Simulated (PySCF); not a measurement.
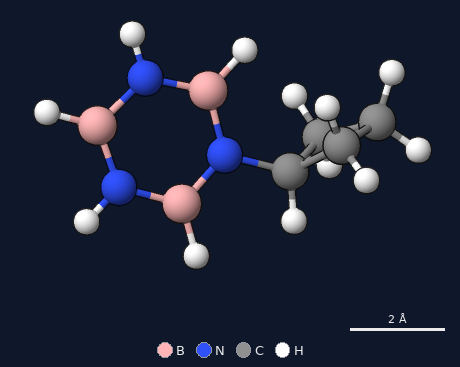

C4H12B3N3, before the relaxation. A ball-and-stick model, seen at a tilt.

The start comes from GFN2-xTB. Its atoms were then displaced at random by about 0.01 Å.

Method: PBE0-D3(BJ)/def2-SVP geometry optimisation, gas phase in PySCF.

```xyz
22

B     3.2437    0.4775    0.2632
N     2.8349   -0.3734   -0.7892
B     1.4730   -0.7109   -1.0684
N     0.5002   -0.1500   -0.2510
C    -0.9160   -0.5003   -0.5276
C    -1.7689   -1.0255    0.6529
C    -2.8591   -0.0232    0.3051
C    -1.9069    0.6688   -0.6978
B     0.8005    0.7373    0.8393
N     2.1668    1.0297    1.0511
H     4.3388    0.7686    0.4750
H     3.5645   -0.7694   -1.3633
H     1.2047   -1.4278   -1.9546
H    -0.9584   -1.1721   -1.3636
H    -1.3040   -0.8558    1.6199
H    -2.0429   -2.0664    0.5967
H    -3.7301   -0.4698   -0.1742
H    -3.2212    0.6075    1.1339
H    -2.3095    0.7894   -1.6996
H    -1.5535    1.6171   -0.3286
H    -0.0288    1.2141    1.5068
H     2.4069    1.6389    1.7875
```

> Predict the outcome.

The energy falls by 27.4 kJ/mol in 11 geometry steps. The largest move after the best rigid fit is that of H18, 0.59 Å. By element the largest moves are H 0.59 Å, C 0.25 Å, N 0.11 Å, B 0.09 Å. Near-neighbour distances that change, for instance: B1–H11 1.153 → 1.209 Å, B3–N4 1.389 → 1.432 Å, B3–H13 1.171 → 1.211 Å, N4–C5 1.485 → 1.450 Å. Among the angles between lasting bonds that change: C7–C8–H19 114.8° → 119.1°, C5–C8–H20 114.8° → 110.7°, B3–N4–B9 123.3° → 119.7°. Cost: 3.4 min on 1 thread of Arm Neoverse V2, with other jobs on the host.

Step by step:

| step | E − E(0), kJ/mol |
| --- | --- |
| 0 | 0.00 |
| 1 | -23.58 |
| 2 | -23.90 |
| 3 | -24.75 |
| 4 | -24.93 |
| 5 | -25.40 |
| 6 | -26.56 |
| 7 | -27.05 |
| 8 | -27.30 |
| 9 | -27.30 |
| 10 | -27.39 |
| 11 | -27.39 |

The structure at the end:

```xyz
22

B     3.2880    0.4562    0.1960
N     2.8436   -0.4099   -0.8434
B     1.4662   -0.7089   -1.0587
N     0.4802   -0.1235   -0.2012
C    -0.9224   -0.4210   -0.4183
C    -1.7995   -0.9595    0.7286
C    -2.9738   -0.1576    0.1338
C    -1.9449    0.7156   -0.6103
B     0.8894    0.7530    0.8566
N     2.2789    1.0208    1.0296
H     4.4602    0.7012    0.3633
H     3.5278   -0.8305   -1.4578
H     1.1288   -1.4489   -1.9553
H    -0.9891   -1.1111   -1.2730
H    -1.4799   -0.5408    1.6946
H    -1.8960   -2.0513    0.8294
H    -3.5757   -0.7644   -0.5598
H    -3.6548    0.3445    0.8357
H    -2.1639    1.0404   -1.6390
H    -1.6652    1.5961   -0.0126
H     0.0808    1.2640    1.5962
H     2.5561    1.6402    1.7792
```

After the run, drawn alike:

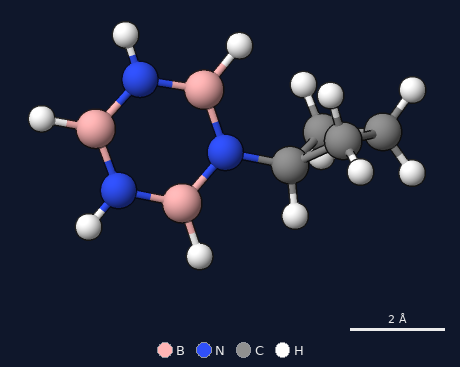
